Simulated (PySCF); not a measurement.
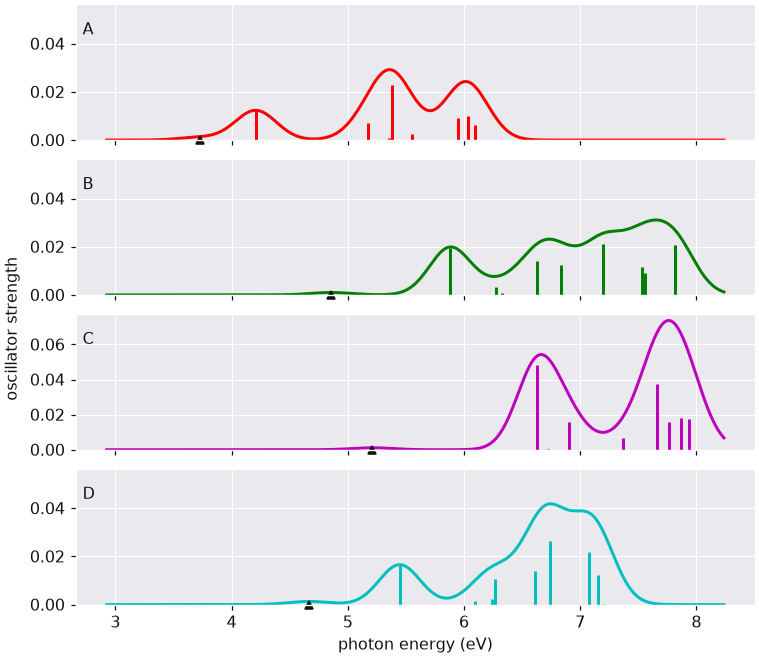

Vertical TDDFT spectra of CH₉BOSi₂, SMILES BCO[SiH2][SiH3] at one geometry and several levels (PySCF, at a PBE0-D3(BJ)/def2-SVP geometry (no frequency check)); sticks with Gaussians of 1/e half-width 0.25 eV, the triangle marks S1, which has the same leading orbital pair at all these levels. Only the lowest states were computed, so the high end is incomplete.

> The levels are B3LYP/def2-SVPD, LDA/def2-SVPD, PBE0/6-31G(d) and ωB97X-D/def2-SVPD. Which panel is which?

A: LDA/def2-SVPD (S1 at 3.73 eV); B: PBE0/6-31G(d) (S1 at 4.85 eV); C: ωB97X-D/def2-SVPD (S1 at 5.21 eV); D: B3LYP/def2-SVPD (S1 at 4.67 eV).

Limits of at least one run: 6-31G(d) has no diffuse functions, so states with Rydberg character are missing or too high; core orbitals are frozen in the response; one conformer of a flexible molecule; states above the negative HOMO energy depend on the basis.
